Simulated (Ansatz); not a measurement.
A computed series for Ti3Al: pressure series

The reference is Ti3Al (space group P6_3/mmc, No. 194).

```yaml
crystal:
  lattice:
    - [5.74712, 0.00000, 0.00000]
    - [-2.87356, 4.97715, 0.00000]
    - [0.00000, 0.00000, 4.63151]
  atoms:
    - { symbol: Ti, position: [0.82982, 0.65965, 0.25000] }
    - { symbol: Ti, position: [0.17018, 0.82982, 0.75000] }
    - { symbol: Ti, position: [0.34035, 0.17018, 0.25000] }
    - { symbol: Ti, position: [0.17018, 0.34035, 0.75000] }
    - { symbol: Ti, position: [0.82982, 0.17018, 0.25000] }
    - { symbol: Ti, position: [0.65965, 0.82982, 0.75000] }
    - { symbol: Al, position: [0.33333, 0.66667, 0.25000] }
    - { symbol: Al, position: [0.66667, 0.33333, 0.75000] }
```

Cell and atoms are relaxed at each pressure.

All numbers come from r2SCAN (Ansatz, a quantum-chemistry and plane-wave program; PAW; 500 eV plane waves; no spin-orbit coupling).

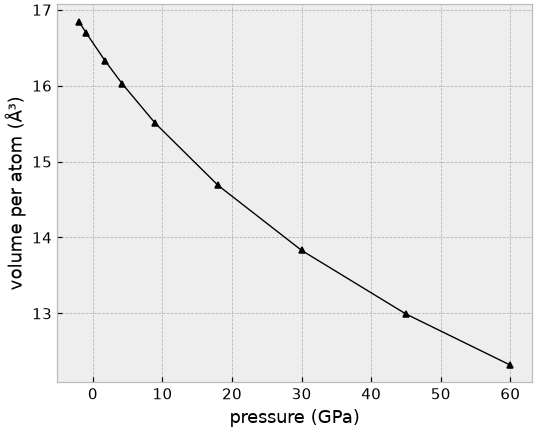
Figure. Volume against pressure

Problem. Estimate the zero-pressure bulk modulus from the plot.

Solution. About 120 GPa; a third-order Birch–Murnaghan fit to the points gives V₀ = 16.56 Å³/atom, B₀ = 122 GPa and B₀′ = 3.5.

Load acts through the strain it causes; cell and atoms are relaxed under it. Stability against distortions was not tested. No other phases were tried under pressure. All final runs are without spin polarisation.
